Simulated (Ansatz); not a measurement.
## Geometry relaxation, with input and output: GeH5SO2F

- system: GeH5SO2F
- method: RKS PBE0/def2-SVP (Ansatz 0.2.0)

It belongs to a series of runs on one base structure; here: end point A relaxed.

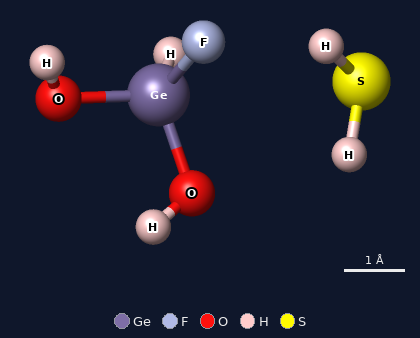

**Figure 1.** The input geometry (ball-and-stick view, seen on its broad side). Sticks mark near contacts.

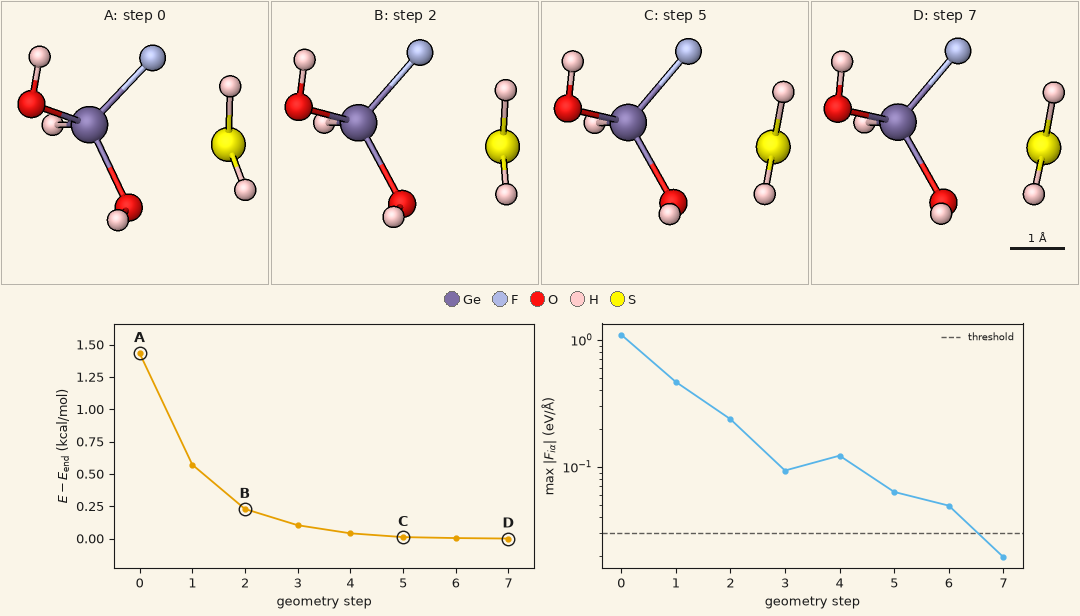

**Figure 2.** Frames of the relaxation (ball-and-stick view, seen at a tilt) above the curves, on which the letters mark them (the first geometry is step 0 here and step 1 in the log).

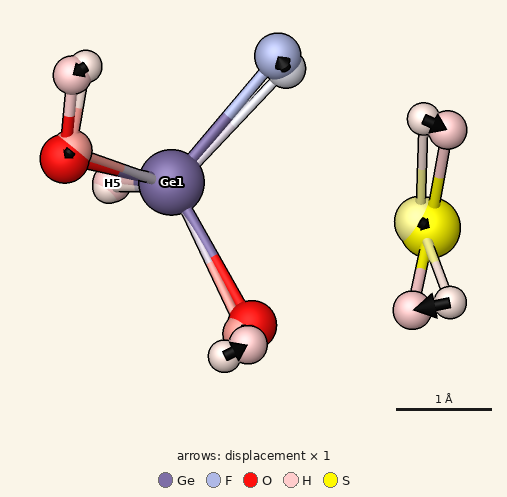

**Figure 3.** Start (faint) and end (solid) with the displacements as black arrows, at true length (ball-and-stick view, seen at a tilt). The two geometries are laid on each other by the best rigid fit. The energy falls by 1.43 kcal/mol in 7 geometry steps. Largest force component: 1.1 eV/Å at the start, 0.019 eV/Å at the end. The atom that moves furthest after the best rigid fit is H9 (0.41 Å). Largest moves by element: H 0.41 Å, F 0.18 Å, O 0.14 Å, S 0.12 Å, Ge 0.06 Å. Distances before and after: S8–H10 1.379 → 1.350 Å, Ge1–F2 1.715 → 1.743 Å. (Atoms are counted from 1 in the order of the input.)

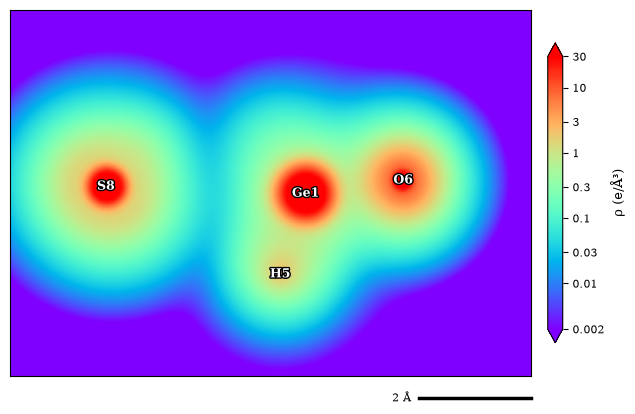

**Figure 4.** Total electron density on the plane of atoms H5, Ge1 and O6. The section cuts through Ge, H, O and S sites. Ge–H (1.52 Å): ρ at the midpoint is about 1.1 e/Å³, with its minimum of 0.96 e/Å³ about 0.9 Å from Ge.

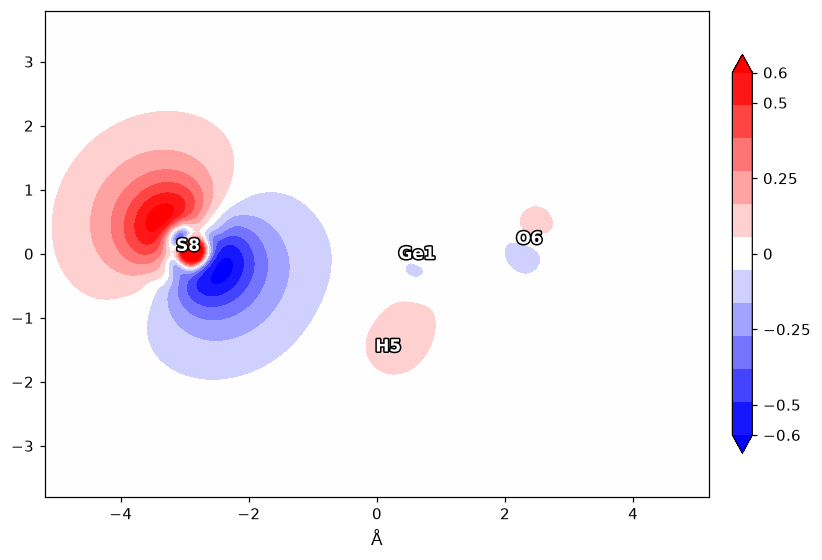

**Figure 5.** One frontier orbital on the plane of atoms H5, Ge1 and O6 (values in Å⁻³ᐟ²; the overall sign is arbitrary). The HOMO, at −7.13 eV.

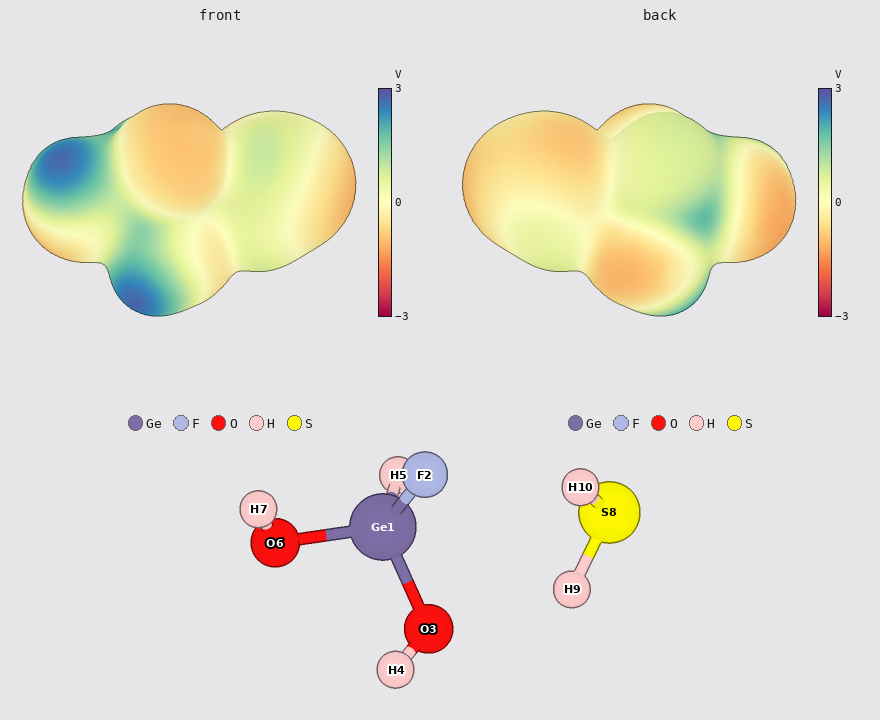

**Figure 6.** The electrostatic potential painted on the density surface at 0.002 e/bohr³, seen at a tilt and from behind; red is negative and blue positive. The bare structure is drawn below in the same view. A positive charge is drawn to the negative regions and a negative charge to the positive ones.

The input that produced these results follows, with the program's output.

**The input**
```yaml
crystal:
  periodic: [false, false, false]
  atoms:
    - { symbol: Ge, position_ang: [-0.062706, -0.111161, -0.080864] }
    - { symbol: F, position_ang: [-0.205712, -0.131335, 1.627907] }
    - { symbol: O, position_ang: [1.62649, -0.246866, -0.547972] }
    - { symbol: H, position_ang: [1.826326, -1.152535, -0.817571] }
    - { symbol: H, position_ang: [-0.738328, 1.124606, -0.648865] }
    - { symbol: O, position_ang: [-0.821652, -1.625697, -0.578732] }
    - { symbol: H, position_ang: [-1.316342, -2.042603, 0.136915] }
    - { symbol: S, position_ang: [1.512063, 2.514626, 1.514548] }
    - { symbol: H, position_ang: [2.51716, 1.653951, 1.226065] }
    - { symbol: H, position_ang: [0.8784, 1.571813, 2.296368] }
basis:
  gaussian: { orbitals: def2-SVP }
hamiltonian:
  xc: pbe0
relax:
  f_tol: 0.03
  max_steps: 50
output:
  orbitals: {}
```

Command:
```bash
ansatz run input.yaml --threads 4 --pin off --max-ram 5120MiB --backend cpu --events-out ev --progress --plain --runs-dir out
```

**The program's output**
```
The last accepted step is kept in [file] (removed where the run ends without a failure and the disk answers)
Engine: ansatz 0.2.0, aarch64-unknown-linux-gnu
Functional definition: PBE0
  parameter a = 0.25
  parameter kappa = 0.804
  parameter beta = 0.06672455060314922
  exchange = (1 - a)*pbe_x(kappa = kappa, mu = beta*pi^2/3) + a*exact_x
  correlation = pbe_c(beta = beta)
1209 factors; integrals over basis functions are off by at most 3.5e-4 eV
mean field evaluation 1: about -74206.4369 eV, gradient 7.0e1 eV
mean field evaluation 2: about -74194.4433 eV, gradient 1.1e2 eV
mean field evaluation 4: about -74214.4576 eV, gradient 4.2e0 eV
mean field evaluation 8: about -74214.5062 eV, gradient 3.0e-2 eV
mean field -74214.50624817 eV, -2727.3328002213 hartree, gradient 3.4e-5 eV, S^2 0.000000; 0 other end points of the search recorded, 0 dependent functions left out
the calculation of the forces begins
reference -74214.50627344 eV, -2727.3328011498 hartree; 39, 39 occupied and 78, 78 virtual orbitals, 1209 factors
relax step   1: F+E_penalty+E_count = -74214.50624817 eV  Δ(F+E_penalty+E_count) = +0.000e0 eV  max|allowed force component| = 1.098e0 eV/Å  Δτ_max = 0.0000 Å  (26 SCF iters, accepted)
these checks for a lower state are left out or cut short: starts, cluster_reference, orbital_swaps, neighbouring_geometries, increment
1209 factors; integrals over basis functions are off by at most 3.2e-4 eV
mean field evaluation 16: about -74214.3946 eV, gradient 6.8e0 eV
mean field -74214.54364999 eV, -2727.3341747127 hartree, gradient 1.3e-5 eV, S^2 0.000000; 0 other end points of the search recorded, 0 dependent functions left out
the calculation of the forces begins
reference -74214.54367533 eV, -2727.3341756441 hartree; 39, 39 occupied and 78, 78 virtual orbitals, 1209 factors
relax step   2: F+E_penalty+E_count = -74214.54364999 eV  Δ(F+E_penalty+E_count) = -3.740e-2 eV  max|allowed force component| = 4.665e-1 eV/Å  Δτ_max = 0.1560 Å  (30 SCF iters, accepted)
these checks for a lower state are left out or cut short: starts, cluster_reference, orbital_swaps, neighbouring_geometries, increment
1209 factors; integrals over basis functions are off by at most 3.0e-4 eV
mean field -74214.55852215 eV, -2727.3347212546 hartree, gradient 2.4e-5 eV, S^2 0.000000; 0 other end points of the search recorded, 0 dependent functions left out
the calculation of the forces begins
reference -74214.55854731 eV, -2727.3347221790 hartree; 39, 39 occupied and 78, 78 virtual orbitals, 1209 factors
relax step   3: F+E_penalty+E_count = -74214.55852215 eV  Δ(F+E_penalty+E_count) = -1.487e-2 eV  max|allowed force component| = 2.375e-1 eV/Å  Δτ_max = 0.1357 Å  (29 SCF iters, accepted)
these checks for a lower state are left out or cut short: starts, cluster_reference, orbital_swaps, neighbouring_geometries, increment
1209 factors; integrals over basis functions are off by at most 3.0e-4 eV
mean field evaluation 32: about -74214.5639 eV, gradient 1.3e-1 eV
mean field -74214.56396344 eV, -2727.3349212181 hartree, gradient 2.1e-5 eV, S^2 0.000000; 0 other end points of the search recorded, 0 dependent functions left out
the calculation of the forces begins
reference -74214.56398844 eV, -2727.3349221368 hartree; 39, 39 occupied and 78, 78 virtual orbitals, 1209 factors
relax step   4: F+E_penalty+E_count = -74214.56396344 eV  Δ(F+E_penalty+E_count) = -5.441e-3 eV  max|allowed force component| = 9.347e-2 eV/Å  Δτ_max = 0.0994 Å  (29 SCF iters, accepted)
these checks for a lower state are left out or cut short: starts, cluster_reference, orbital_swaps, neighbouring_geometries, increment
1209 factors; integrals over basis functions are off by at most 3.0e-4 eV
mean field -74214.56668131 eV, -2727.3350210981 hartree, gradient 2.0e-5 eV, S^2 0.000000; 0 other end points of the search recorded, 0 dependent functions left out
the calculation of the forces begins
reference -74214.56670620 eV, -2727.3350220129 hartree; 39, 39 occupied and 78, 78 virtual orbitals, 1209 factors
relax step   5: F+E_penalty+E_count = -74214.56668131 eV  Δ(F+E_penalty+E_count) = -2.718e-3 eV  max|allowed force component| = 1.224e-1 eV/Å  Δτ_max = 0.0651 Å  (29 SCF iters, accepted)
these checks for a lower state are left out or cut short: starts, cluster_reference, orbital_swaps, neighbouring_geometries, increment
1209 factors; integrals over basis functions are off by at most 3.0e-4 eV
mean field -74214.56794962 eV, -2727.3350677076 hartree, gradient 1.9e-5 eV, S^2 0.000000; 0 other end points of the search recorded, 0 dependent functions left out
the calculation of the forces begins
reference -74214.56797450 eV, -2727.3350686220 hartree; 39, 39 occupied and 78, 78 virtual orbitals, 1209 factors
relax step   6: F+E_penalty+E_count = -74214.56794962 eV  Δ(F+E_penalty+E_count) = -1.268e-3 eV  max|allowed force component| = 6.342e-2 eV/Å  Δτ_max = 0.0575 Å  (29 SCF iters, accepted)
these checks for a lower state are left out or cut short: starts, cluster_reference, orbital_swaps, neighbouring_geometries, increment
1209 factors; integrals over basis functions are off by at most 3.1e-4 eV
mean field -74214.56827274 eV, -2727.3350795820 hartree, gradient 1.7e-5 eV, S^2 0.000000; 0 other end points of the search recorded, 0 dependent functions left out
the calculation of the forces begins
reference -74214.56829760 eV, -2727.3350804956 hartree; 39, 39 occupied and 78, 78 virtual orbitals, 1209 factors
relax step   7: F+E_penalty+E_count = -74214.56827274 eV  Δ(F+E_penalty+E_count) = -3.231e-4 eV  max|allowed force component| = 4.947e-2 eV/Å  Δτ_max = 0.0383 Å  (29 SCF iters, accepted)
these checks for a lower state are left out or cut short: starts, cluster_reference, orbital_swaps, neighbouring_geometries, increment
1209 factors; integrals over basis functions are off by at most 3.0e-4 eV
mean field -74214.56843770 eV, -2727.3350856441 hartree, gradient 2.3e-5 eV, S^2 0.000000; 0 other end points of the search recorded, 0 dependent functions left out
the calculation of the forces begins
reference -74214.56846257 eV, -2727.3350865580 hartree; 39, 39 occupied and 78, 78 virtual orbitals, 1209 factors
relax step   8: F+E_penalty+E_count = -74214.56843770 eV  Δ(F+E_penalty+E_count) = -1.650e-4 eV  max|allowed force component| = 1.946e-2 eV/Å  Δτ_max = 0.0113 Å  (23 SCF iters, accepted)
1209 factors; integrals over basis functions are off by at most 3.0e-4 eV
mean field evaluation 64: about -74214.5478 eV, gradient 1.3e-1 eV
mean field -74214.56843770 eV, -2727.3350856441 hartree, gradient 2.3e-5 eV, S^2 0.000000; 1 other end points of the search recorded, 0 dependent functions left out
the calculation of the forces begins
reference -74214.56846257 eV, -2727.3350865580 hartree; 39, 39 occupied and 78, 78 virtual orbitals, 1209 factors
Total energy: -74214.56846257 eV, -2727.3350865580 hartree
Atom 0 at    -0.113703    -0.129728    -0.070092 Å, force     0.008421    -0.000156    -0.013734 eV/Å
Atom 1 at    -0.343805    -0.249986     1.653892 Å, force     0.000049     0.001729     0.007835 eV/Å
Atom 2 at     1.609291    -0.195424    -0.422617 Å, force    -0.018331    -0.019458    -0.002996 eV/Å
Atom 3 at     1.895170    -1.108583    -0.553260 Å, force     0.010403     0.013709     0.002108 eV/Å
Atom 4 at    -0.751622     1.140981    -0.597995 Å, force     0.001006     0.002504     0.002819 eV/Å
Atom 5 at    -0.802166    -1.628754    -0.689541 Å, force     0.001531     0.002221     0.006511 eV/Å
Atom 6 at    -1.333509    -2.087820    -0.028563 Å, force    -0.002077    -0.000102    -0.003564 eV/Å
Atom 7 at     1.618273     2.558350     1.550820 Å, force     0.002600    -0.014748    -0.003330 eV/Å
Atom 8 at     2.314713     1.615265     0.876953 Å, force    -0.005565     0.010121     0.007395 eV/Å
Atom 9 at     1.123057     1.640498     2.408203 Å, force     0.001964     0.004180    -0.003045 eV/Å
Dipole moment:    -0.140828    -0.438062    -0.100427 e Å
```

**Trajectory as extended XYZ (Å, eV, eV/Å), 8 frames, from step=1 to step=8**
```
10
Properties=species:S:1:pos:R:3:forces:R:3 step=1 energy=-74214.50625
Ge   -0.0627   -0.1112   -0.0809    0.0434   0.0291  -1.0984
F    -0.2057   -0.1313    1.6279   -0.1378  -0.1583   0.9951
O     1.6265   -0.2469   -0.5480   -0.0065  -0.0199   0.0233
H     1.8263   -1.1525   -0.8176   -0.0092   0.0050   0.0405
H    -0.7383    1.1246   -0.6489    0.0159   0.0038   0.0265
O    -0.8217   -1.6257   -0.5787   -0.0030  -0.0128   0.0339
H    -1.3163   -2.0426    0.1369    0.0222   0.0118  -0.0307
S     1.5121    2.5146    1.5145   -0.1840  -0.4910   0.4129
H     2.5172    1.6540    1.2261   -0.1007   0.0771  -0.0230
H     0.8784    1.5718    2.2964    0.3597   0.5552  -0.3801
10
Properties=species:S:1:pos:R:3:forces:R:3 step=2 energy=-74214.54365
Ge   -0.0982   -0.1472   -0.0724   -0.0128  -0.1888  -0.4342
F    -0.2929   -0.2464    1.6485    0.0112   0.0682   0.3067
O     1.6078   -0.2637   -0.4821   -0.0483   0.0639   0.0234
H     1.8214   -1.1635   -0.7603   -0.0019  -0.0039   0.0478
H    -0.7608    1.1075   -0.6133    0.0452   0.0313   0.0622
O    -0.8316   -1.6473   -0.6515    0.0039   0.0493   0.0479
H    -1.3439   -2.0948    0.0335    0.0385   0.0328  -0.0398
S     1.6091    2.6217    1.5735    0.0440  -0.4665   0.0595
H     2.5351    1.7199    1.1449   -0.2168   0.1999   0.0539
H     0.9698    1.6687    2.3068    0.1371   0.2137  -0.1275
10
Properties=species:S:1:pos:R:3:forces:R:3 step=3 energy=-74214.55852
Ge   -0.0965   -0.1298   -0.0708   -0.0519  -0.0803  -0.0638
F    -0.3008   -0.2182    1.6604    0.0052  -0.0018   0.0101
O     1.6162   -0.2284   -0.4553   -0.0177  -0.0420  -0.0227
H     1.8482   -1.1342   -0.6997    0.0071   0.0336   0.0397
H    -0.7508    1.1329   -0.6020    0.0150  -0.0094   0.0131
O    -0.8146   -1.6357   -0.6534    0.0280   0.0772   0.0535
H    -1.3278   -2.0861    0.0287    0.0271   0.0281  -0.0273
S     1.5852    2.5664    1.5470    0.1618  -0.2375  -0.0676
H     2.4656    1.6551    1.0480   -0.2162   0.1891   0.0879
H     0.9910    1.6328    2.3248    0.0416   0.0430  -0.0231
10
Properties=species:S:1:pos:R:3:forces:R:3 step=4 energy=-74214.56396
Ge   -0.0913   -0.1221   -0.0685   -0.0669  -0.0389   0.0790
F    -0.3008   -0.2184    1.6653    0.0054  -0.0183  -0.0935
O     1.6238   -0.2224   -0.4421    0.0058  -0.0676  -0.0359
H     1.8628   -1.1341   -0.6587    0.0033   0.0630   0.0347
H    -0.7388    1.1462   -0.5924    0.0122  -0.0110  -0.0060
O    -0.8079   -1.6227   -0.6609    0.0238   0.0522   0.0311
H    -1.3234   -2.0753    0.0173    0.0094   0.0116  -0.0111
S     1.5743    2.5490    1.5408    0.0808  -0.0577  -0.0494
H     2.3991    1.6325    0.9777   -0.0899   0.0715   0.0470
H     1.0178    1.6222    2.3494    0.0160  -0.0049   0.0041
10
Properties=species:S:1:pos:R:3:forces:R:3 step=5 energy=-74214.56668
Ge   -0.1013   -0.1222   -0.0677   -0.0370  -0.0198   0.1224
F    -0.3242   -0.2330    1.6634    0.0071  -0.0044  -0.1079
O     1.6187   -0.2098   -0.4239    0.0184  -0.0852  -0.0408
H     1.8746   -1.1241   -0.6090   -0.0040   0.0816   0.0264
H    -0.7452    1.1474   -0.5908    0.0065  -0.0006  -0.0101
O    -0.8023   -1.6215   -0.6758    0.0083   0.0210   0.0089
H    -1.3222   -2.0800   -0.0054   -0.0016   0.0009  -0.0028
S     1.5884    2.5481    1.5388    0.0348  -0.0051  -0.0258
H     2.3630    1.6244    0.9242   -0.0414   0.0243   0.0273
H     1.0662    1.6253    2.3740    0.0090  -0.0126   0.0023
10
Properties=species:S:1:pos:R:3:forces:R:3 step=6 energy=-74214.56795
Ge   -0.1060   -0.1269   -0.0719   -0.0048  -0.0089   0.0443
F    -0.3325   -0.2414    1.6546    0.0006  -0.0017  -0.0307
O     1.6155   -0.2090   -0.4261   -0.0002  -0.0502  -0.0183
H     1.8842   -1.1251   -0.5783    0.0008   0.0634   0.0150
H    -0.7444    1.1433   -0.5996    0.0067   0.0082  -0.0042
O    -0.8036   -1.6244   -0.6848   -0.0035  -0.0035   0.0015
H    -1.3286   -2.0822   -0.0180   -0.0044  -0.0027  -0.0027
S     1.5998    2.5586    1.5528    0.0211  -0.0320  -0.0215
H     2.3211    1.6251    0.8898   -0.0211   0.0247   0.0258
H     1.1102    1.6367    2.4092    0.0047   0.0027  -0.0093
10
Properties=species:S:1:pos:R:3:forces:R:3 step=7 energy=-74214.56827
Ge   -0.1146   -0.1272   -0.0673    0.0104   0.0158  -0.0102
F    -0.3489   -0.2501    1.6558   -0.0025  -0.0010   0.0103
O     1.6095   -0.1912   -0.4147   -0.0065  -0.0495  -0.0116
H     1.8948   -1.1046   -0.5478    0.0072   0.0318   0.0029
H    -0.7523    1.1431   -0.5961   -0.0027   0.0032   0.0014
O    -0.7995   -1.6259   -0.6905   -0.0018  -0.0062   0.0043
H    -1.3298   -2.0875   -0.0305   -0.0032  -0.0021  -0.0037
S     1.6133    2.5520    1.5429    0.0113  -0.0176  -0.0043
H     2.3163    1.6120    0.8704   -0.0176   0.0197   0.0185
H     1.1269    1.6341    2.4056    0.0055   0.0058  -0.0076
10
Properties=species:S:1:pos:R:3:forces:R:3 step=8 energy=-74214.56844
Ge   -0.1137   -0.1297   -0.0701    0.0084  -0.0002  -0.0137
F    -0.3438   -0.2500    1.6539    0.0000   0.0017   0.0078
O     1.6093   -0.1954   -0.4226   -0.0183  -0.0195  -0.0030
H     1.8952   -1.1086   -0.5533    0.0104   0.0137   0.0021
H    -0.7516    1.1410   -0.5980    0.0010   0.0025   0.0028
O    -0.8022   -1.6288   -0.6895    0.0015   0.0022   0.0065
H    -1.3335   -2.0878   -0.0286   -0.0021  -0.0001  -0.0036
S     1.6183    2.5583    1.5508    0.0026  -0.0147  -0.0033
H     2.3147    1.6153    0.8770   -0.0056   0.0101   0.0074
H     1.1231    1.6405    2.4082    0.0020   0.0042  -0.0030
```

**Results in brief**

```tsv
quantity	value
outcome	converged
total energy	−74214.5685 eV
mean-field energy	−74214.5685 eV
largest force (length of the vector) at the end	0.027 eV/Å
hardware	4 threads of Arm Neoverse V1, 24 GiB of memory available, shared host
wall time	20 s (CPU time 74 s)
peak memory	0.3 GiB
```
